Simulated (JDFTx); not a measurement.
| Quantity | Value |
|---|---|
| surface | WSi2(001), Si outermost, slab composition W2Si4 |
| bulk | WSi2, I4/mmm, lattice of mp-1620 (not re-optimised) |
| slab | 6 atoms in 6 planes, 1x1, 6.5 Å between the outermost planes |
| in-plane cell | 3.215 × 3.215 Å, 10.33 Å² |
| cell height | 22.5 Å |
| sampling | 6×6×1 k mesh, Fermi smearing 0.01 Ha, no spin polarisation |

Whether this polymorph is the ambient one wasn't checked.

Computed with JDFTx (a modified build): PBE, GBRV ultrasoft potentials, plane waves to 20/100 Ha. Liquid on both sides: CANDLE, water, 2 M KCl; nuclei fixed. Potentials refer to SHE, placed 4.44 V below the bulk liquid's zero by convention.

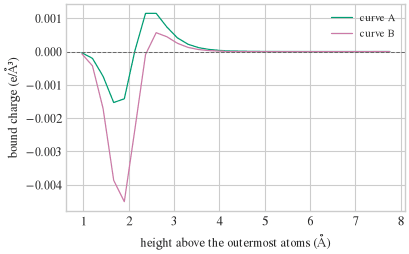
*Plane-averaged bound charge of the liquid for two states of the electrode*

Q: One curve is the neutral slab. Which, and what is the sign of the other's charge?

A: Curve A is neutral (potential of zero charge, -0.17 V). Curve B is positively charged, 4.3 μC/cm² at 0.15 V.
